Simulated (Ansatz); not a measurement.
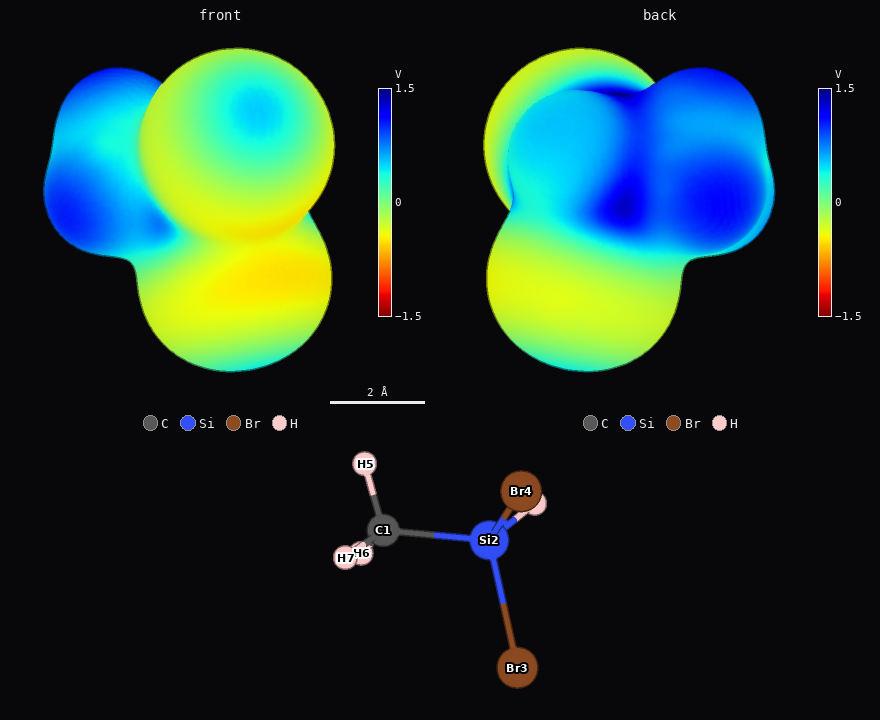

*CH₄Br₂Si (SMILES C[SiH](Br)Br). The electrostatic potential painted on the density surface at 0.002 e/bohr³, seen from the front and from behind; the colour scale runs from red (negative) to blue (positive). The bare structure is drawn below in the same view.*

Method: SCF PBE0, Gaussian basis (Ansatz 0.2.0).

```xyz
8

C    -0.0771    0.9635   -0.0754
Si   -0.0335   -0.8157    0.1763
Br    1.9867   -1.3496    0.8062
Br   -0.4097   -1.8414   -1.7281
H    -1.1245    1.3030   -0.4291
H     0.0986    1.5712    0.8327
H     0.6105    1.3454   -0.8470
H    -0.9587   -1.2335    1.2085
```

Describe the electrostatic potential map.

The most negative region (about −0.5 V) lies over Br3 and Br4, the most positive (about +1.3 V) over Si2. Br3 shows a σ-hole: about +0.4 V at the tip opposite its bond, against about −0.4 V on its flanks. Br4 shows a σ-hole: about +0.5 V at the tip opposite its bond, against about −0.3 V on its flanks.
